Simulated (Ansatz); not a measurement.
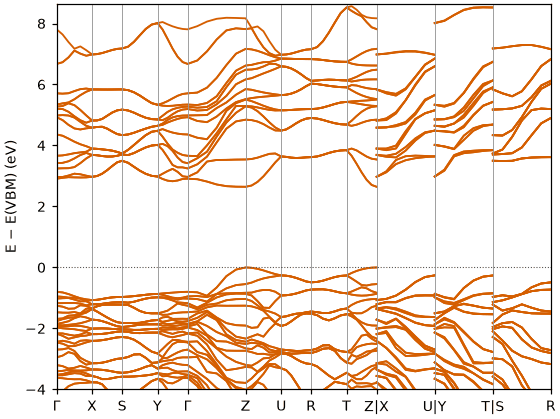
Figure: Band structure from DFT-r²SCAN with spin–orbit coupling in the program Ansatz with PAW potentials

Problem. Read off the gap and where the band edges lie.

Solution. About 2.6 eV (2.65 eV by a search for the band edges); maximum at Z, minimum at Z.

The material is Ta₂O₅ in space group Pbam (No. 55; Ta on 4g, O on 4h, O on 2a, O on 4g).

The workflow started from a Materials Project entry (that database holds measured and hypothetical structures alike); the Crystallography Open Database copy checked does not list it. COD files the formula under space group No. 49. Whether it is the stable phase at ambient conditions was not checked. Symmetry was held in the r²SCAN relaxation; whether a distortion lowers the energy is not shown. No spin polarisation was allowed.

Potentials: the later of the program's two PAW sets.
